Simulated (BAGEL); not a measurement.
**F2 (fluorine) at 4 levels**

We compute a comparison of 4 runs (B3LYP/6-31G*, B3LYP/cc-pVTZ, PBE0/cc-pVTZ, RI-MP2/cc-pVTZ) of F2 (fluorine). 

The calculation is run with BAGEL 1.2.2.

2 further runs of the same task are left out: 2 set aside as unsound or not needed. Runs told in other sessions of the task aren't counted.

### Step 1. The structure to begin with

The species is F2 (2 atoms), meant as a singlet with charge 0. As SMILES, `FF`. The shape is that of a PBE0-D4/def2-TZVP optimisation.

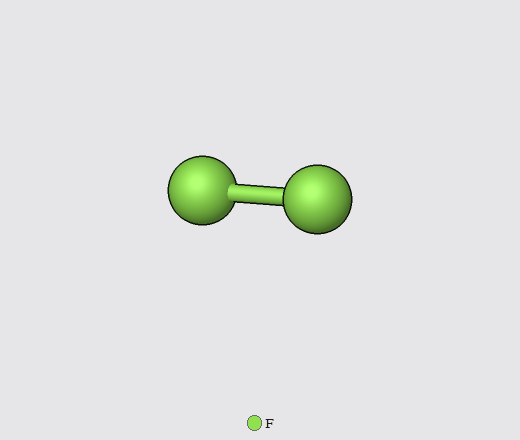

The structure, seen from a chosen angle (fluorine green).

### Step 2. The energy at B3LYP/6-31G(d) (density fitting with qzvpp-jkfit, spherical functions) (run 1)

Contents of input.json:

```json
{ "bagel" : [

{
  "title" : "molecule",
  "basis" : "6-31gs.json",
  "df_basis" : "qzvpp-jkfit",
  "angstrom" : "true",
  "geometry" : [
    { "atom" : "F", "xyz" : [   -0.583900,    0.212400,   -0.295000 ] },
    { "atom" : "F", "xyz" : [    0.583900,   -0.212400,    0.295000 ] }
  ]
},
{ "title" : "ks", "xc_func" : "b3lyp" },
{ "title" : "print", "file" : "orbitals.molden", "orbitals" : "true" }

]}
```

The basis set 6-31G* is read from a file made from the Basis Set Exchange's data (not shown).

Started as:

```bash
$ BAGEL_NUM_THREADS=1 BAGEL input.json > input.out
```

Output:

```text
* using 1 threads per process

  ===============================================================
  ===============================================================

  *** Geometry ***

  { "atom" : "F", "xyz" : [     -1.103411,      0.401378,     -0.557469 ] },
  { "atom" : "F", "xyz" : [      1.103411,     -0.401378,      0.557469 ] },

  Number of auxiliary basis functions:      154

  Since a DF basis is specified, we compute 2- and 3-index integrals:
    o Being stored without compression. Storage requirement is 0.001 GB

  Number of basis functions:       28
  Number of electrons      :       18

    * METHOD: MOLECULE                             0.02

  *** Kohn-Sham DFT ***

    * Removing 1342 points whose weight is below 1.00e-10
    * Grid points: 28470

  === Nuclear Repulsion ===
    31.1594507482

       - DIIS with orbital gradients will be used.

  === KS iteration (b3lyp / 6-31gs.json) ===
      0       -190.11622685          0.24022851           0.03
      1       -193.16250028          0.28844790           0.03
      2       -196.93479532          0.16354441           0.02
      3       -199.49080478          0.00818609           0.02
      4       -199.49466027          0.00127013           0.02
      5       -199.49478612          0.00023997           0.02
      6       -199.49478836          0.00003218           0.02
      7       -199.49478844          0.00000045           0.02
      8       -199.49478844          0.00000001           0.02
    * SCF iteration converged.

    * Permanent dipole moment:
           (    0.000000,    -0.000000,     0.000000) a.u.

    * METHOD: KS                                   0.27

    * METHOD: PRINT                                0.00

  ===============================================================
```

Run time: 0.42 s. Hardware: 1 thread of Arm Neoverse V1, shared host.

### Step 3. A single-point energy at B3LYP/cc-pVTZ (density fitting with qzvpp-jkfit) (run 2)

Contents of input.json:

```json
{ "bagel" : [

{
  "title" : "molecule",
  "basis" : "cc-pvtz.json",
  "df_basis" : "qzvpp-jkfit",
  "angstrom" : true,
  "geometry" : [
    { "atom" : "F", "xyz" : [      -0.583900,       0.212400,      -0.295000 ] },
    { "atom" : "F", "xyz" : [       0.583900,      -0.212400,       0.295000 ] }
  ]
},

{ "title" : "ks", "xc_func" : "b3lyp" },

{ "title" : "print", "file" : "orbitals.molden", "orbitals" : true }

]}
```

The basis set cc-pVTZ is read from a file made from the Basis Set Exchange's data (not shown).

Started as:

```bash
$ BAGEL_NUM_THREADS=1 BAGEL input.json > input.out
```

Output:

```text
* using 1 threads per process

  ===============================================================
  ===============================================================

  *** Geometry ***

  { "atom" : "F", "xyz" : [     -1.103411,      0.401378,     -0.557469 ] },
  { "atom" : "F", "xyz" : [      1.103411,     -0.401378,      0.557469 ] },

  Number of auxiliary basis functions:      154

  Since a DF basis is specified, we compute 2- and 3-index integrals:
    o Being stored without compression. Storage requirement is 0.004 GB

  Number of basis functions:       60
  Number of electrons      :       18

    * METHOD: MOLECULE                             0.03

  *** Kohn-Sham DFT ***

    * Removing 1342 points whose weight is below 1.00e-10
    * Grid points: 28470

  === Nuclear Repulsion ===
    31.1594507482

       - DIIS with orbital gradients will be used.

  === KS iteration (b3lyp / cc-pvtz.json) ===
      0       -176.85493040          0.18854353           0.05
      1       -184.94509668          0.20643013           0.05
      2       -193.47600057          0.13265691           0.04
      3       -199.56729273          0.01075411           0.04
      4       -199.58280325          0.00312811           0.05
      5       -199.58604180          0.00081708           0.04
      6       -199.58607286          0.00020764           0.04
      7       -199.58608175          0.00000900           0.04
      8       -199.58608177          0.00000034           0.04
      9       -199.58608177          0.00000001           0.04
     10       -199.58608177          0.00000001           0.04
    * SCF iteration converged.

    * Permanent dipole moment:
           (   -0.000000,     0.000000,    -0.000000) a.u.

    * METHOD: KS                                   0.58

    * METHOD: PRINT                                0.01

  ===============================================================
```

Run time: 0.75 s. Hardware: 1 thread of Arm Neoverse V1, shared host.

### Step 4. A single-point energy at PBE0/cc-pVTZ (density fitting with qzvpp-jkfit) (run 3)

Contents of input.json:

```json
{ "bagel": [

{
  "title": "molecule",
  "basis": "cc-pvtz.json",
  "df_basis": "qzvpp-jkfit",
  "angstrom": true,
  "geometry": [
    { "atom": "F", "xyz": [   -0.583900,    0.212400,   -0.295000 ] },
    { "atom": "F", "xyz": [    0.583900,   -0.212400,    0.295000 ] }
  ]
},
{ "title": "ks", "xc_func": "pbe0" },
{ "title": "print", "file": "orbitals.molden", "orbitals": true }

]}
```

The basis set cc-pVTZ is read from a file made from the Basis Set Exchange's data (not shown).

Started as:

```bash
$ BAGEL_NUM_THREADS=1 BAGEL input.json > input.out
```

Output:

```text
* using 1 threads per process

  ===============================================================
  ===============================================================

  *** Geometry ***

  { "atom" : "F", "xyz" : [     -1.103411,      0.401378,     -0.557469 ] },
  { "atom" : "F", "xyz" : [      1.103411,     -0.401378,      0.557469 ] },

  Number of auxiliary basis functions:      154

  Since a DF basis is specified, we compute 2- and 3-index integrals:
    o Being stored without compression. Storage requirement is 0.004 GB

  Number of basis functions:       60
  Number of electrons      :       18

    * METHOD: MOLECULE                             0.03

  *** Kohn-Sham DFT ***

    * Removing 1342 points whose weight is below 1.00e-10
    * Grid points: 28470

  === Nuclear Repulsion ===
    31.1594507482

       - DIIS with orbital gradients will be used.

  === KS iteration (pbe0 / cc-pvtz.json) ===
      0       -176.62145090          0.18795921           0.05
      1       -185.53421952          0.20357777           0.04
      2       -193.80032222          0.12875638           0.04
      3       -199.37733741          0.00963962           0.04
      4       -199.39372064          0.00227307           0.04
      5       -199.39538416          0.00062646           0.04
      6       -199.39540719          0.00012481           0.04
      7       -199.39541011          0.00000464           0.04
      8       -199.39541011          0.00000028           0.04
      9       -199.39541011          0.00000001           0.04
     10       -199.39541011          0.00000000           0.04
    * SCF iteration converged.

    * Permanent dipole moment:
           (   -0.000000,     0.000000,    -0.000000) a.u.

    * METHOD: KS                                   0.54

    * METHOD: PRINT                                0.01

  ===============================================================
```

It took 0.71 s on 1 thread of Arm Neoverse V1, shared host.

### Step 5. The energy at RI-MP2/cc-pVTZ (density fitting with qzvpp-jkfit) (run 4)

Contents of calc.json:

```json
{ "bagel" : [

{
  "title" : "molecule",
  "basis" : "cc-pvtz.json",
  "df_basis" : "qzvpp-jkfit",
  "angstrom" : true,
  "geometry" : [
    { "atom" : "F", "xyz" : [   -0.583900,    0.212400,   -0.295000 ] },
    { "atom" : "F", "xyz" : [    0.583900,   -0.212400,    0.295000 ] }
  ]
},
{
  "title" : "hf"
},
{
  "title" : "mp2",
  "ncore" : 2
}

]}
```

The basis set cc-pVTZ is read from a file made from the Basis Set Exchange's data (not shown).

Started as:

```bash
$ BAGEL_NUM_THREADS=1 BAGEL calc.json > calc.out
```

Output:

```text
* using 1 threads per process

  ===============================================================
  ===============================================================

  *** Geometry ***

  { "atom" : "F", "xyz" : [     -1.103411,      0.401378,     -0.557469 ] },
  { "atom" : "F", "xyz" : [      1.103411,     -0.401378,      0.557469 ] },

  Number of auxiliary basis functions:      154

  Since a DF basis is specified, we compute 2- and 3-index integrals:
    o Being stored without compression. Storage requirement is 0.004 GB

  Number of basis functions:       60
  Number of electrons      :       18

    * METHOD: MOLECULE                             0.03

  *** RHF ***

  === Nuclear Repulsion ===
    31.1594507482

      * DIIS with orbital gradients will be used.

  === RHF iteration (cc-pvtz.json) ===
      0       -198.71368181          0.01428481           0.00
      1       -198.75125073          0.00372989           0.00
      2       -198.75575719          0.00092287           0.00
      3       -198.75595651          0.00016884           0.00
      4       -198.75596375          0.00001870           0.00
      5       -198.75596384          0.00000421           0.00
      6       -198.75596385          0.00000034           0.00
      7       -198.75596385          0.00000004           0.00
      8       -198.75596385          0.00000001           0.00
    * SCF iteration converged.

    * Permanent dipole moment:
           (    0.000000,    -0.000000,     0.000000) a.u.

    * METHOD: HF                                   0.06

  *** RHF ***

  === Nuclear Repulsion ===
    31.1594507482

      * DIIS with orbital gradients will be used.

  === RHF iteration (cc-pvtz.json) ===
      0       -198.75596385          0.00000000           0.00
    * SCF iteration converged.

    * Permanent dipole moment:
           (    0.000000,    -0.000000,     0.000000) a.u.

  === DF-MP2 calculation ===

    * freezing 2 orbitals
    * 3-index integral transformation done
    * assembly done

      MP2 correlation energy:   -0.5184587114      0.00

      MP2 total energy:       -199.2744225591

    * METHOD: MP2                                  0.01

  ===============================================================
```

It took 0.24 s on 1 thread of Arm Neoverse V1, shared host.

### Step 6. Overview of the runs

| run | level | frozen core orbitals | energy (Eh) | dipole moment (D) | HOMO energy (eV) | LUMO energy (eV) | wall time |
| --- | --- | --- | --- | --- | --- | --- | --- |
| 1 | B3LYP/6-31G* (density fitting with qzvpp-jkfit, spherical functions) | – | -199.494788 | 0.00 | -10.55 | -2.94 | 0.42 s |
| 2 | B3LYP/cc-pVTZ (density fitting with qzvpp-jkfit) | – | -199.586082 | 0.00 | -11.12 | -3.53 | 0.75 s |
| 3 | PBE0/cc-pVTZ (density fitting with qzvpp-jkfit) | – | -199.395410 | 0.00 | -11.46 | -3.04 | 0.71 s |
| 4 | RI-MP2/cc-pVTZ (density fitting with qzvpp-jkfit) | 2 | -199.274423 | – | – | – | 0.24 s |

### Step 7. What came out

| quantity | value |
| --- | --- |
| run 4: total energy | -199.27442 Eh |
| run 4: correlation energy (2 core orbitals frozen) | -518.5 mEh |

In words: Over runs 1, 2, 3 the HOMO–LUMO gap runs from 7.59 eV (B3LYP/cc-pVTZ) to 8.42 eV (PBE0/cc-pVTZ). Totals of different functionals can't be ranked against each other. All runs together took 2.1 s, the longest 0.75 s.
